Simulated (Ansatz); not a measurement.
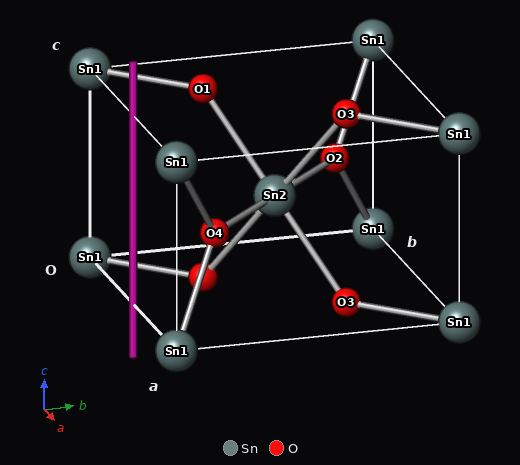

For SnO₂, coordinates from a relaxation with DFT LDA, scalar-relativistic, plane waves, PAW in Ansatz 0.2.0: the coloured rod is the axis of a symmetry operation of the crystal. Geometry calculated from the standardised cell; symmetry tolerance 0.002 Å.

a = 4.722 Å, b = 4.722 Å, c = 3.190 Å, α = 90.00°, β = 90.00°, γ = 90.00°.

```
atom       x       y       z
 Sn1  0.0000  0.0000  0.0000
 Sn2  0.5000  0.5000  0.5000
  O1  0.3061  0.3061  0.0000
  O2  0.1939  0.8061  0.5000
  O3  0.6939  0.6939  0.0000
  O4  0.8061  0.1939  0.5000
```

Take the operation x, y, z → −y+1/2, x−1/2, z+1/2.

What kind of operation is it, and where does it lie?

It is a 4₂ screw rotation with translation (0, 0, 1/2), about the line along [0 0 1] through (1/2, 0, 1/2).

Onto which atom does it carry each atom (up to whole multiples of a, b and c)?

Sn1 → Sn2, Sn2 → Sn1, O1 → O2, O2 → O3, O3 → O4, O4 → O1.

What is the crystal's space group?

No. 136, P4_2/mnm.
